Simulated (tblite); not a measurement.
# Run report: C$_{4}$H$_{9}$B$_{2}$BrSi, geometry relaxation (part 4 of 4)

The same run, continued: C$_{4}$H$_{9}$B$_{2}$BrSi; GFN2-xTB geometry optimisation, gas phase (tblite 0.8.0). It belongs to a series of runs on one base structure; here: H on Si replaced by C2H5.

Geometry of the input (Å):
```
C  3.5912  0.0668  -0.0252
C  2.5771  -0.3103  -0.5846
B  1.3152  -0.8069  -1.2676
Si -0.4024  -0.6747  -0.3675
B  -0.3573  -1.7792  1.2508
Br 0.9080  -1.3349  2.7207
C  -0.7382  1.1107  0.0843
C  -2.1086  1.2722  0.7259
H  4.4659  0.4041  0.4609
H  1.3545  -1.2297  -2.3668
H  -1.4628  -1.1750  -1.2554
H  -1.1272  -2.6691  1.3719
H  -0.6889  1.7234  -0.8250
H  0.0458  1.4557  0.7940
H  -2.9087  0.9320  0.0232
H  -2.2941  2.3393  0.9689
H  -2.1766  0.6877  1.6682
```

### Trajectory as extended XYZ, continued
```
17
Properties=species:S:1:pos:R:3:forces:R:3 step=69 energy=-580.85552
C     3.4598    0.0797    0.0183    0.0080   0.0000  -0.0010
C     2.5280   -0.3367   -0.6303   -0.0040  -0.0030   0.0000
B     1.3284   -0.8543   -1.3462   -0.0010  -0.0050   0.0060
Si   -0.4114   -0.7225   -0.4244   -0.0010   0.0050   0.0040
B    -0.3268   -1.8185    1.2176    0.0090   0.0040  -0.0050
Br    0.5435   -1.1539    2.7330   -0.0030  -0.0030   0.0030
C    -0.7268    1.1171    0.0613    0.0000  -0.0020  -0.0010
C    -2.0557    1.3247    0.7771    0.0010   0.0020   0.0010
H     4.2819    0.4356    0.5697    0.0010   0.0040  -0.0020
H     1.4596   -1.3695   -2.3897    0.0040   0.0020   0.0010
H    -1.5775   -1.1020   -1.2620   -0.0040  -0.0010  -0.0110
H    -0.7131   -2.9248    1.3035   -0.0040  -0.0030   0.0020
H    -0.7018    1.7421   -0.8327   -0.0050   0.0030   0.0050
H     0.0850    1.4640    0.7044    0.0000  -0.0050  -0.0030
H    -2.8829    0.9968    0.1510   -0.0020  -0.0070   0.0070
H    -2.2092    2.3753    1.0194    0.0060   0.0060  -0.0050
H    -2.0881    0.7590    1.7067   -0.0050   0.0020   0.0010
17
Properties=species:S:1:pos:R:3:forces:R:3 step=71 energy=-580.85558
C     3.4615    0.0801    0.0176    0.0110   0.0000   0.0010
C     2.5283   -0.3355   -0.6293   -0.0060  -0.0050  -0.0020
B     1.3285   -0.8536   -1.3448    0.0030  -0.0030   0.0030
Si   -0.4121   -0.7226   -0.4244    0.0090   0.0060   0.0140
B    -0.3265   -1.8188    1.2179    0.0030   0.0020   0.0010
Br    0.5460   -1.1580    2.7344   -0.0060  -0.0040  -0.0090
C    -0.7279    1.1172    0.0609    0.0050  -0.0050  -0.0040
C    -2.0565    1.3252    0.7769    0.0020   0.0000   0.0010
H     4.2852    0.4350    0.5675   -0.0020   0.0050  -0.0020
H     1.4610   -1.3684   -2.3884    0.0020   0.0020   0.0020
H    -1.5764   -1.1036   -1.2631   -0.0100  -0.0020  -0.0120
H    -0.7170   -2.9239    1.3043    0.0000   0.0030   0.0000
H    -0.7030    1.7422   -0.8331   -0.0050   0.0010   0.0030
H     0.0844    1.4641    0.7033   -0.0030  -0.0050  -0.0020
H    -2.8841    0.9971    0.1518   -0.0040  -0.0040   0.0000
H    -2.2090    2.3760    1.0190    0.0010   0.0090  -0.0040
H    -2.0893    0.7596    1.7063   -0.0010   0.0000   0.0090
17
Properties=species:S:1:pos:R:3:forces:R:3 step=72 energy=-580.85560
C     3.4627    0.0803    0.0170    0.0080  -0.0010   0.0000
C     2.5284   -0.3346   -0.6288   -0.0020  -0.0040   0.0010
B     1.3287   -0.8531   -1.3441    0.0040  -0.0020   0.0020
Si   -0.4121   -0.7226   -0.4241    0.0060   0.0020   0.0080
B    -0.3262   -1.8190    1.2181   -0.0040   0.0000   0.0020
Br    0.5476   -1.1602    2.7346   -0.0040  -0.0010  -0.0080
C    -0.7285    1.1170    0.0608    0.0030  -0.0040  -0.0020
C    -2.0570    1.3253    0.7768    0.0010   0.0000   0.0030
H     4.2871    0.4346    0.5661   -0.0020   0.0050  -0.0020
H     1.4619   -1.3676   -2.3876    0.0010   0.0010   0.0020
H    -1.5759   -1.1043   -1.2639   -0.0060   0.0000  -0.0070
H    -0.7198   -2.9229    1.3050    0.0020   0.0020  -0.0020
H    -0.7037    1.7424   -0.8330   -0.0050   0.0000   0.0010
H     0.0840    1.4636    0.7030   -0.0030  -0.0030   0.0000
H    -2.8849    0.9969    0.1521   -0.0010  -0.0020  -0.0010
H    -2.2090    2.3763    1.0183    0.0000   0.0070  -0.0040
H    -2.0901    0.7601    1.7064    0.0010   0.0010   0.0090
17
Properties=species:S:1:pos:R:3:forces:R:3 step=74 energy=-580.85563
C     3.4622    0.0806    0.0172    0.0020  -0.0030  -0.0030
C     2.5277   -0.3345   -0.6283    0.0060  -0.0020   0.0040
B     1.3285   -0.8536   -1.3437    0.0020  -0.0020   0.0010
Si   -0.4125   -0.7228   -0.4242   -0.0040  -0.0040  -0.0090
B    -0.3255   -1.8195    1.2172   -0.0110  -0.0070   0.0030
Br    0.5443   -1.1590    2.7350   -0.0010  -0.0010  -0.0050
C    -0.7287    1.1166    0.0602   -0.0030   0.0000   0.0030
C    -2.0565    1.3258    0.7775   -0.0010   0.0010   0.0030
H     4.2864    0.4351    0.5663    0.0010   0.0070   0.0000
H     1.4627   -1.3688   -2.3868    0.0000   0.0000   0.0000
H    -1.5765   -1.1044   -1.2652    0.0040   0.0020   0.0010
H    -0.7166   -2.9247    1.3030    0.0050   0.0070  -0.0020
H    -0.7047    1.7426   -0.8331   -0.0030  -0.0030  -0.0010
H     0.0846    1.4625    0.7016   -0.0020   0.0010   0.0040
H    -2.8854    0.9974    0.1538    0.0040   0.0000   0.0020
H    -2.2076    2.3774    1.0180   -0.0010   0.0000  -0.0030
H    -2.0893    0.7614    1.7079    0.0030   0.0050   0.0030
17
Properties=species:S:1:pos:R:3:forces:R:3 step=76 energy=-580.85569
C     3.4601    0.0809    0.0183   -0.0010  -0.0020  -0.0040
C     2.5261   -0.3355   -0.6272    0.0100   0.0000   0.0060
B     1.3280   -0.8555   -1.3434   -0.0010  -0.0030   0.0020
Si   -0.4141   -0.7233   -0.4257   -0.0100  -0.0050  -0.0160
B    -0.3251   -1.8204    1.2150   -0.0100  -0.0060  -0.0020
Br    0.5351   -1.1548    2.7355    0.0020   0.0010   0.0020
C    -0.7289    1.1159    0.0593   -0.0070   0.0030   0.0060
C    -2.0549    1.3271    0.7796   -0.0020   0.0020   0.0000
H     4.2831    0.4376    0.5677    0.0040   0.0060   0.0010
H     1.4639   -1.3721   -2.3854   -0.0020  -0.0010  -0.0020
H    -1.5779   -1.1043   -1.2679    0.0090   0.0030   0.0060
H    -0.7060   -2.9291    1.2979    0.0000   0.0010  -0.0020
H    -0.7062    1.7425   -0.8336   -0.0020  -0.0050  -0.0010
H     0.0861    1.4605    0.6993    0.0000   0.0040   0.0040
H    -2.8855    0.9983    0.1582    0.0050   0.0000   0.0040
H    -2.2043    2.3797    1.0176   -0.0020  -0.0060   0.0000
H    -2.0865    0.7646    1.7115    0.0050   0.0090  -0.0040
17
Properties=species:S:1:pos:R:3:forces:R:3 step=78 energy=-580.85573
C     3.4592    0.0810    0.0191    0.0020   0.0040  -0.0010
C     2.5253   -0.3366   -0.6256    0.0030  -0.0030   0.0020
B     1.3276   -0.8572   -1.3424    0.0010  -0.0010   0.0010
Si   -0.4161   -0.7238   -0.4276    0.0010   0.0000   0.0000
B    -0.3256   -1.8214    1.2131   -0.0020   0.0020  -0.0050
Br    0.5276   -1.1528    2.7364    0.0010   0.0030   0.0000
C    -0.7295    1.1155    0.0586   -0.0010   0.0000   0.0020
C    -2.0537    1.3287    0.7815   -0.0010   0.0000  -0.0020
H     4.2813    0.4405    0.5681    0.0030   0.0030   0.0000
H     1.4649   -1.3746   -2.3838   -0.0030  -0.0020  -0.0020
H    -1.5785   -1.1048   -1.2706    0.0010   0.0010   0.0010
H    -0.6973   -2.9328    1.2933   -0.0070  -0.0090  -0.0020
H    -0.7082    1.7419   -0.8346    0.0000  -0.0050   0.0000
H     0.0869    1.4597    0.6972    0.0000   0.0030   0.0010
H    -2.8856    0.9993    0.1624   -0.0020  -0.0010   0.0000
H    -2.2015    2.3817    1.0176   -0.0040  -0.0030   0.0030
H    -2.0838    0.7678    1.7142    0.0070   0.0080   0.0000
17
Properties=species:S:1:pos:R:3:forces:R:3 step=79 energy=-580.85574
C     3.4596    0.0811    0.0190    0.0030   0.0050   0.0010
C     2.5254   -0.3368   -0.6251    0.0000  -0.0040   0.0000
B     1.3276   -0.8574   -1.3419    0.0020   0.0000   0.0010
Si   -0.4164   -0.7239   -0.4279    0.0050   0.0020   0.0060
B    -0.3259   -1.8216    1.2129    0.0010   0.0040  -0.0040
Br    0.5271   -1.1534    2.7366   -0.0010   0.0020  -0.0020
C    -0.7298    1.1155    0.0585    0.0020  -0.0010   0.0000
C    -2.0537    1.3290    0.7816    0.0000  -0.0010  -0.0010
H     4.2817    0.4411    0.5677    0.0020   0.0020  -0.0010
H     1.4650   -1.3747   -2.3835   -0.0020  -0.0020   0.0000
H    -1.5783   -1.1052   -1.2710   -0.0020   0.0010  -0.0010
H    -0.6970   -2.9333    1.2927   -0.0080  -0.0100  -0.0020
H    -0.7088    1.7416   -0.8349    0.0000  -0.0040   0.0000
H     0.0868    1.4599    0.6968    0.0000   0.0020  -0.0010
H    -2.8857    0.9995    0.1630   -0.0040  -0.0010  -0.0010
H    -2.2013    2.3820    1.0177   -0.0050   0.0000   0.0030
H    -2.0834    0.7685    1.7144    0.0060   0.0050   0.0030
17
Properties=species:S:1:pos:R:3:forces:R:3 step=81 energy=-580.85578
C     3.4622    0.0816    0.0180    0.0020   0.0050   0.0030
C     2.5267   -0.3371   -0.6236   -0.0020  -0.0040  -0.0040
B     1.3285   -0.8574   -1.3404    0.0040   0.0010   0.0000
Si   -0.4166   -0.7241   -0.4279    0.0090   0.0040   0.0140
B    -0.3274   -1.8221    1.2128    0.0030   0.0030  -0.0010
Br    0.5287   -1.1565    2.7363   -0.0040   0.0010  -0.0070
C    -0.7308    1.1154    0.0586    0.0050  -0.0020  -0.0050
C    -2.0544    1.3295    0.7816    0.0010  -0.0020   0.0020
H     4.2848    0.4423    0.5658   -0.0010   0.0000  -0.0030
H     1.4654   -1.3739   -2.3826    0.0000  -0.0010   0.0040
H    -1.5773   -1.1060   -1.2720   -0.0040   0.0020  -0.0030
H    -0.7007   -2.9332    1.2927   -0.0070  -0.0080  -0.0020
H    -0.7104    1.7405   -0.8354    0.0040   0.0000  -0.0030
H     0.0859    1.4605    0.6965   -0.0010   0.0010  -0.0030
H    -2.8867    0.9994    0.1637   -0.0040  -0.0030   0.0010
H    -2.2021    2.3825    1.0173   -0.0040   0.0050  -0.0020
H    -2.0828    0.7706    1.7151    0.0000  -0.0030   0.0090
17
Properties=species:S:1:pos:R:3:forces:R:3 step=83 energy=-580.85582
C     3.4652    0.0824    0.0167   -0.0050   0.0000   0.0020
C     2.5281   -0.3372   -0.6222    0.0040  -0.0010  -0.0050
B     1.3298   -0.8571   -1.3390   -0.0010   0.0010   0.0020
Si   -0.4161   -0.7244   -0.4274    0.0010   0.0020   0.0030
B    -0.3289   -1.8229    1.2126   -0.0010  -0.0050   0.0010
Br    0.5305   -1.1589    2.7348   -0.0030   0.0010  -0.0040
C    -0.7316    1.1148    0.0588    0.0010   0.0030  -0.0030
C    -2.0553    1.3298    0.7818    0.0020   0.0000   0.0050
H     4.2882    0.4433    0.5637   -0.0010   0.0010  -0.0040
H     1.4663   -1.3732   -2.3815    0.0010   0.0000   0.0050
H    -1.5764   -1.1060   -1.2733    0.0030   0.0030   0.0020
H    -0.7062   -2.9329    1.2932   -0.0040   0.0000  -0.0010
H    -0.7118    1.7395   -0.8354    0.0070   0.0010  -0.0060
H     0.0849    1.4602    0.6965    0.0000   0.0030  -0.0030
H    -2.8879    0.9984    0.1646    0.0020  -0.0040   0.0080
H    -2.2035    2.3831    1.0159   -0.0020   0.0020  -0.0060
H    -2.0823    0.7732    1.7169   -0.0050  -0.0070   0.0030
```

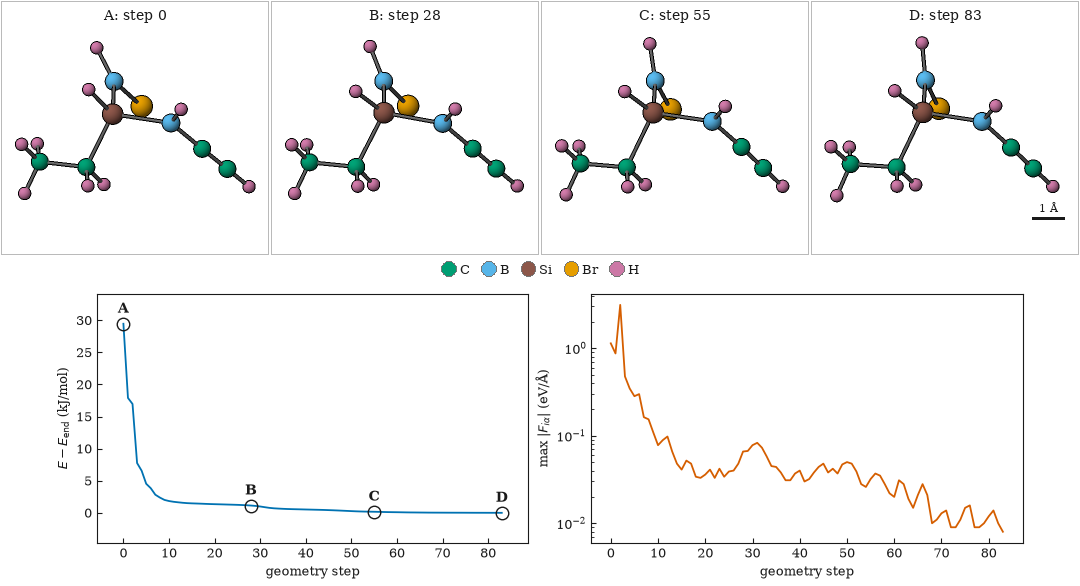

*Frames of the relaxation (ball-and-stick view, seen at a tilt) above the curves, on which the letters mark them (steps are counted from 0).*

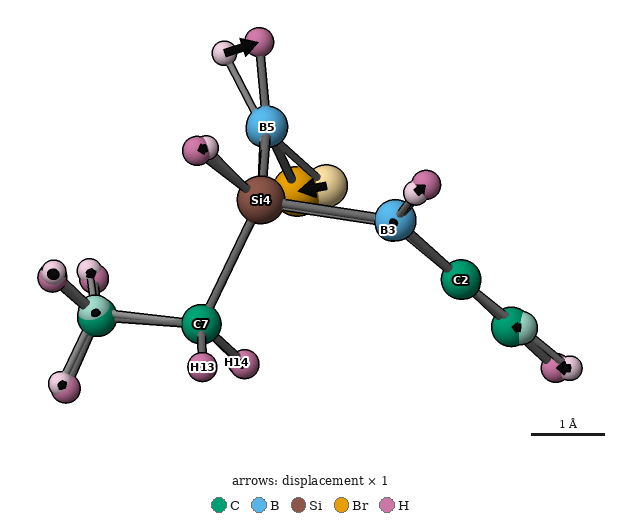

*Start (faint) and end (solid) with the displacements as black arrows, at true length (ball-and-stick view, seen at a tilt). The two geometries are laid on each other by the best rigid fit.*

H12 moves most after the best rigid fit: 0.50 Å. By element the largest moves are H 0.50 Å, Br 0.41 Å, C 0.13 Å, B 0.09 Å, Si 0.08 Å. Among the contacts that change: B5–Br6 1.990 → 1.870 Å, Si4–C7 1.872 → 1.928 Å, B3–Si4 1.944 → 1.974 Å, C8–H15 1.118 → 1.088 Å. Among the angles that change: Br6–B5–H12 120.4° → 115.3°, Si4–B5–H12 119.6° → 124.6°, C7–Si4–H11 109.9° → 105.1°. The energy falls by 29.5 kJ/mol in 83 geometry steps. Largest force component: 1.1 eV/Å at the start, 0.008 eV/Å at the end. (Atoms are counted from 1 in the order of the input.)
